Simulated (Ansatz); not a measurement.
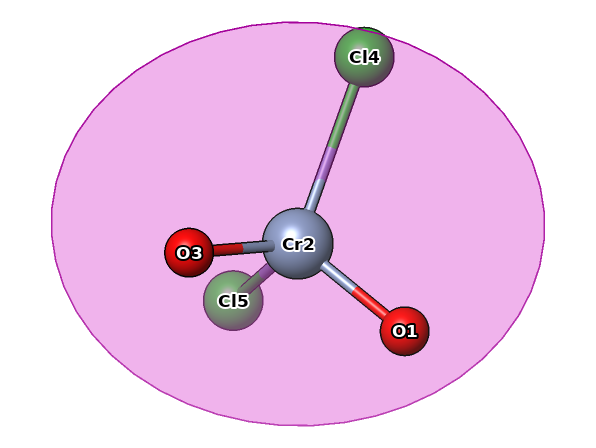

A disc through the centre of mass is drawn in. Depth is shown by fading: the farther an atom, the more it takes the colour of the background. The species is neutral and a spin singlet. Computed geometry: PBE0-D4/def2-TZVP optimisation.

Q: Is the plane of the disc a mirror plane of the structure?

A: No. The point group is C2v, with 1 C2 axis and 2 mirror planes, and this plane isn't one of its mirror planes.
